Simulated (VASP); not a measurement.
Band structure of TiZr3C4 (ordered alloy cell). Calculation: PBEsol GGA, VASP's PBE PAW potentials (set 64) (plane waves; VASP 6.6.1).

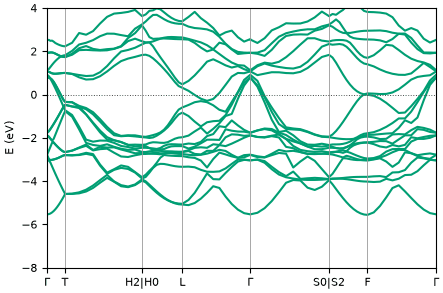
*Bands along high-symmetry lines, zero at the valence-band maximum or, without a gap, the Fermi level*

Q: Read the plot: is there a gap, and where are the band edges?

A: It has no gap at this level: it comes out as a metal or semimetal. (Edges off the drawn lines would not show.)

The structure was generated: TiZr3C4 was put into an ordered model structure (R-3m), which need not be its known phase. It was relaxed first.
